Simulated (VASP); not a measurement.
Band structure of BaTiO$_{3}$ (space group Amm2). These are PBEsol GGA, VASP's PBE PAW potentials (set 64) (plane waves; VASP) values and carry that method's errors.

Unless said otherwise, spin-orbit coupling is left out, though it shifts the bands of the heavy elements here.

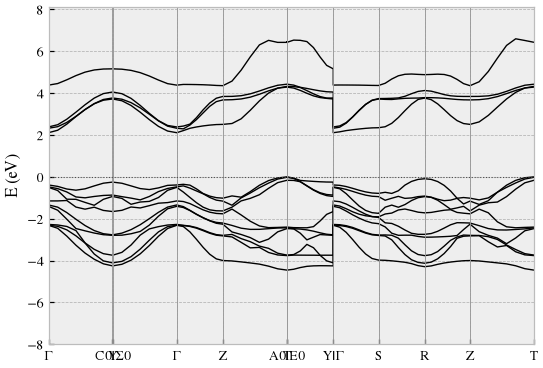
Fig. 1. Bands along high-symmetry lines, zero at the valence-band maximum or, without a gap, the Fermi level

**Question.** Read the plot: is there a gap, and where are the band edges?

**Answer.** The gap is indirect, 2.11 eV, from the valence maximum at E0-T at 0.57 to the conduction minimum at Γ. (Edges off the drawn lines would not show.)

The structure comes from a computed database's BaTiO3 entry (Amm2); how it stands against other phases isn't given here. It was relaxed first.
